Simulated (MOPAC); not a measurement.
Run report: C2H4OSi, geometry relaxation (part 2 of 2)

C2H4OSi; PM6-DH+, closed shell, dispersion DH+, COSMO solvent dichloromethane (MOPAC 23.2.5). The geometry comes from this level: GFN2-xTB.

Geometry of the input (Å):
```
Si -0.2483  1.2127  -0.4627
C  0.2255  -0.4514  0.1872
C  0.5684  -1.6070  0.6316
O  -0.7936  -1.6233  0.5300
H  -0.9317  1.0439  -1.7446
H  -1.1179  1.8711  0.5116
H  1.0360  1.8991  -0.6087
H  1.2614  -2.3450  0.9556
```

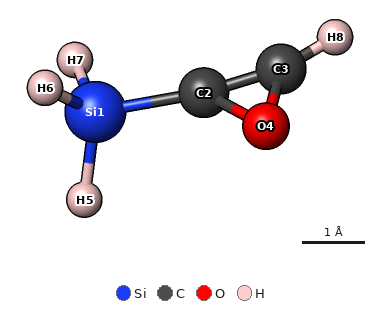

Fig. 1: The geometry at step 20 of the log (ball-and-stick view, seen at a tilt; atoms are numbered from 1 in the order of the input).

Trajectory as extended XYZ, continued:
```
8
Properties=species:S:1:pos:R:3:forces:R:3 step=15 energy=1.62048
Si   -0.2426    1.2145   -0.4623   -0.0063  -0.0472   0.0170
C     0.1199   -0.4718    0.1844   -0.0310   0.0317  -0.0153
C     0.5954   -1.6204    0.6395    0.0613  -0.0463   0.0236
O    -0.8066   -1.7086    0.5576    0.0123   0.0130  -0.0071
H    -0.9106    1.0827   -1.7712   -0.0373   0.0072  -0.0534
H    -1.0991    1.9169    0.5122   -0.0435   0.0348   0.0326
H     1.0412    1.9293   -0.6189    0.0704  -0.0585   0.0283
H     1.3024   -2.3426    0.9588   -0.0259   0.0652  -0.0257
8
Properties=species:S:1:pos:R:3:forces:R:3 step=16 energy=1.62008
Si   -0.2431    1.2123   -0.4616   -0.0210   0.0031  -0.0033
C     0.1167   -0.4736    0.1847   -0.0375   0.0386  -0.0184
C     0.5949   -1.6212    0.6397    0.0336  -0.0150   0.0103
O    -0.8066   -1.7127    0.5589    0.0122   0.0152  -0.0080
H    -0.9096    1.0855   -1.7735   -0.0297   0.0021  -0.0277
H    -1.0983    1.9203    0.5124   -0.0331   0.0154   0.0182
H     1.0417    1.9274   -0.6180    0.0618  -0.0723   0.0326
H     1.3043   -2.3379    0.9574    0.0137   0.0129  -0.0036
8
Properties=species:S:1:pos:R:3:forces:R:3 step=17 energy=1.61964
Si   -0.2439    1.2109   -0.4611   -0.0294   0.0466  -0.0200
C     0.1145   -0.4746    0.1848   -0.0280   0.0115  -0.0076
C     0.5950   -1.6213    0.6398   -0.0014   0.0407  -0.0134
O    -0.8063   -1.7148    0.5594    0.0074   0.0104  -0.0065
H    -0.9098    1.0872   -1.7755   -0.0189   0.0006  -0.0012
H    -1.0986    1.9227    0.5131   -0.0188  -0.0018   0.0008
H     1.0435    1.9244   -0.6167    0.0441  -0.0827   0.0350
H     1.3055   -2.3344    0.9563    0.0450  -0.0254   0.0131
8
Properties=species:S:1:pos:R:3:forces:R:3 step=18 energy=1.61894
Si   -0.2456    1.2098   -0.4608   -0.0326   0.0862  -0.0346
C     0.1112   -0.4754    0.1847   -0.0108  -0.0375   0.0120
C     0.5952   -1.6208    0.6397   -0.0390   0.1129  -0.0436
O    -0.8059   -1.7175    0.5601    0.0035   0.0041  -0.0044
H    -0.9105    1.0896   -1.7785   -0.0052   0.0015   0.0314
H    -1.0996    1.9261    0.5140   -0.0005  -0.0212  -0.0225
H     1.0469    1.9181   -0.6140    0.0180  -0.0904   0.0356
H     1.3082   -2.3298    0.9549    0.0667  -0.0556   0.0262
8
Properties=species:S:1:pos:R:3:forces:R:3 step=19 energy=1.61767
Si   -0.2495    1.2092   -0.4609   -0.0239   0.1147  -0.0428
C     0.1042   -0.4764    0.1842    0.0136  -0.1114   0.0409
C     0.5955   -1.6191    0.6392   -0.0742   0.2028  -0.0807
O    -0.8053   -1.7226    0.5611    0.0012  -0.0029  -0.0020
H    -0.9119    1.0944   -1.7835    0.0127   0.0058   0.0753
H    -1.1013    1.9322    0.5152    0.0236  -0.0448  -0.0565
H     1.0538    1.9039   -0.6080   -0.0226  -0.0917   0.0324
H     1.3145   -2.3217    0.9527    0.0696  -0.0723   0.0334
8
Properties=species:S:1:pos:R:3:forces:R:3 step=20 energy=1.61612
Si   -0.2546    1.2101   -0.4617   -0.0006   0.0927  -0.0323
C     0.0947   -0.4771    0.1834    0.0301  -0.1609   0.0613
C     0.5958   -1.6158    0.6382   -0.0775   0.2443  -0.0987
O    -0.8047   -1.7292    0.5625    0.0067  -0.0034  -0.0011
H    -0.9134    1.1006   -1.7885    0.0235   0.0132   0.1036
H    -1.1030    1.9392    0.5156    0.0384  -0.0563  -0.0813
H     1.0619    1.8846   -0.5999   -0.0564  -0.0775   0.0242
H     1.3233   -2.3124    0.9503    0.0358  -0.0521   0.0243
8
Properties=species:S:1:pos:R:3:forces:R:3 step=21 energy=1.61463
Si   -0.2589    1.2122   -0.4627    0.0236   0.0239  -0.0047
C     0.0861   -0.4773    0.1825    0.0194  -0.1331   0.0497
C     0.5963   -1.6121    0.6369   -0.0345   0.1872  -0.0751
O    -0.8042   -1.7345    0.5635    0.0140   0.0026  -0.0022
H    -0.9144    1.1060   -1.7908    0.0205   0.0203   0.0969
H    -1.1039    1.9440    0.5146    0.0344  -0.0461  -0.0814
H     1.0679    1.8670   -0.5927   -0.0607  -0.0489   0.0132
H     1.3310   -2.3053    0.9487   -0.0168  -0.0059   0.0036
8
Properties=species:S:1:pos:R:3:forces:R:3 step=22 energy=1.61359
Si   -0.2608    1.2139   -0.4634    0.0307  -0.0453   0.0206
C     0.0798   -0.4774    0.1819   -0.0031  -0.0587   0.0210
C     0.5972   -1.6088    0.6357    0.0168   0.0800  -0.0320
O    -0.8036   -1.7378    0.5641    0.0163   0.0098  -0.0046
H    -0.9144    1.1096   -1.7902    0.0080   0.0232   0.0642
H    -1.1036    1.9459    0.5123    0.0171  -0.0232  -0.0601
H     1.0701    1.8562   -0.5883   -0.0351  -0.0194   0.0046
H     1.3352   -2.3015    0.9479   -0.0508   0.0337  -0.0137
8
Properties=species:S:1:pos:R:3:forces:R:3 step=23 energy=1.61301
Si   -0.2613    1.2141   -0.4635    0.0230  -0.0740   0.0301
C     0.0745   -0.4780    0.1815   -0.0133  -0.0038  -0.0003
C     0.5984   -1.6063    0.6348    0.0387  -0.0005   0.0000
O    -0.8030   -1.7403    0.5647    0.0126   0.0136  -0.0064
H    -0.9138    1.1126   -1.7885   -0.0044   0.0210   0.0304
H    -1.1027    1.9469    0.5095   -0.0003  -0.0035  -0.0348
H     1.0706    1.8495   -0.5857   -0.0043   0.0001   0.0001
H     1.3372   -2.2986    0.9472   -0.0521   0.0470  -0.0191
8
Properties=species:S:1:pos:R:3:forces:R:3 step=24 energy=1.61276
Si   -0.2617    1.2129   -0.4630    0.0117  -0.0591   0.0238
C     0.0694   -0.4789    0.1813   -0.0136   0.0225  -0.0105
C     0.5998   -1.6041    0.6340    0.0313  -0.0418   0.0160
O    -0.8021   -1.7428    0.5652    0.0056   0.0117  -0.0071
H    -0.9134    1.1160   -1.7870   -0.0119   0.0156   0.0070
H    -1.1019    1.9482    0.5067   -0.0115   0.0075  -0.0146
H     1.0713    1.8435   -0.5833    0.0156   0.0097  -0.0017
H     1.3386   -2.2948    0.9462   -0.0272   0.0339  -0.0130
8
Properties=species:S:1:pos:R:3:forces:R:3 step=25 energy=1.61264
Si   -0.2620    1.2113   -0.4623    0.0050  -0.0219   0.0093
C     0.0659   -0.4797    0.1813   -0.0035   0.0125  -0.0060
C     0.6006   -1.6031    0.6335    0.0080  -0.0326   0.0116
O    -0.8016   -1.7446    0.5655   -0.0013   0.0059  -0.0058
H    -0.9133    1.1185   -1.7866   -0.0120   0.0104   0.0024
H    -1.1016    1.9497    0.5050   -0.0126   0.0067  -0.0078
H     1.0722    1.8394   -0.5817    0.0161   0.0084  -0.0010
H     1.3397   -2.2915    0.9452    0.0002   0.0105  -0.0027
```

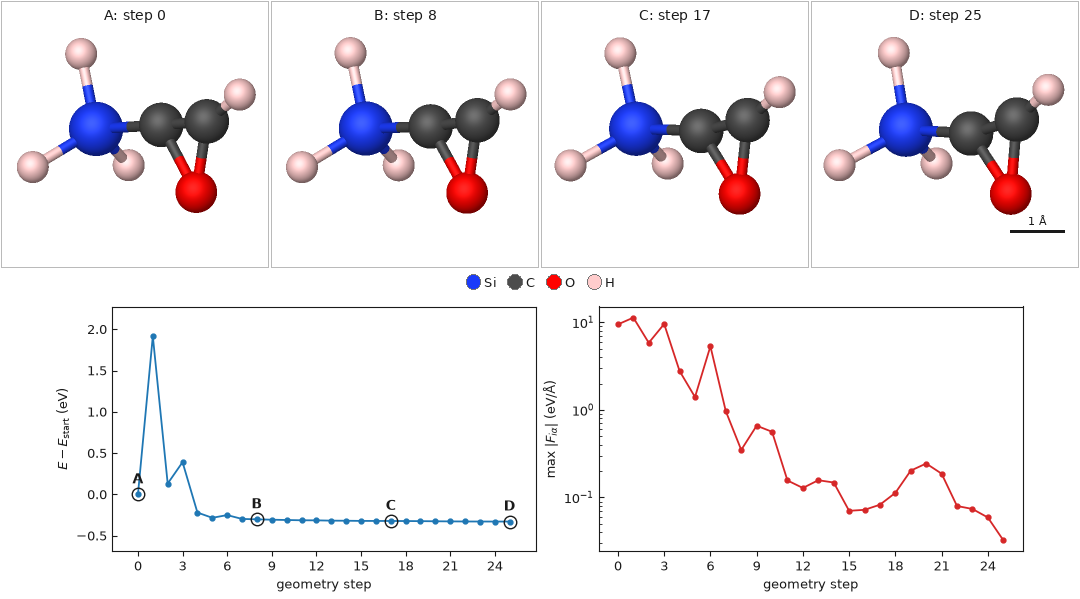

Fig. 2: Frames of the relaxation (ball-and-stick view, seen at a tilt) above the curves, on which the letters mark them (steps are counted from 0).

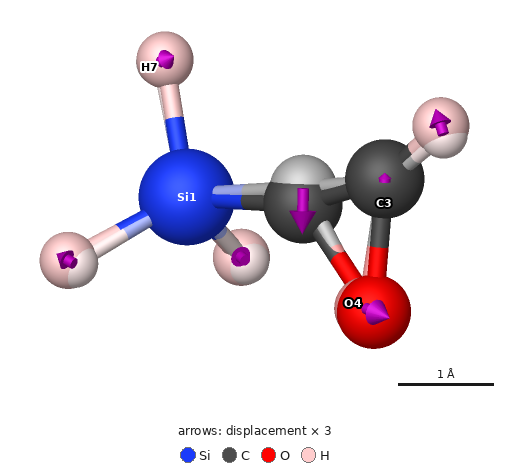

Fig. 3: Start (faint) and end (solid) with the displacements as pink arrows, magnified 3 times (ball-and-stick view, seen at a tilt). The two geometries are laid on each other by the best rigid fit. The energy falls by 0.328 eV in 25 geometry steps. Largest force component: 9.5 eV/Å at the start, 0.033 eV/Å at the end. The largest move after the best rigid fit is that of C2, 0.16 Å. Largest moves by element: C 0.16 Å, O 0.13 Å, H 0.10 Å, Si 0.01 Å. Distances before and after: C3–O4 1.366 → 1.411 Å, C2–C3 1.285 → 1.324 Å, Si1–H5 1.463 → 1.479 Å, Si1–C2 1.848 → 1.839 Å. Among the angles that change: Si1–C2–C3 179.3° → 166.4°, Si1–C2–O4 125.1° → 136.3°, C2–C3–H8 154.7° → 159.4°. (Atoms are counted from 1 in the order of the input.)

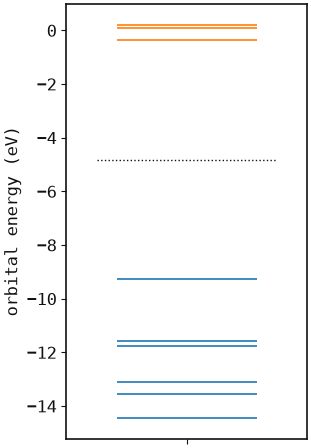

Fig. 4: Orbital energies near the frontier; the dotted line parts filled from empty levels, and levels within 0.02 eV of each other stand side by side. Highest filled −9.28 eV, lowest empty −0.36 eV, 8.92 eV apart.

Key numbers:

| quantity | value |
| --- | --- |
| outcome | converged |
| total energy | −24.271786 hartree |
| dispersion energy | −0.000296 hartree |
| heat of formation | 37.19 kcal/mol |
| basis functions | 25 |
| largest force | 0.036 eV/Å |
| HOMO | −9.28 eV |
| LUMO | −0.36 eV |
| dipole moment | 2.99 D |
| hardware | 1 thread of Arm Neoverse N1, 98 GiB of memory available, shared host |
| wall time | 1.9 s |
| peak memory | 0.11 GiB |

Remarks:

MOPAC's energies along a path are heats of formation.
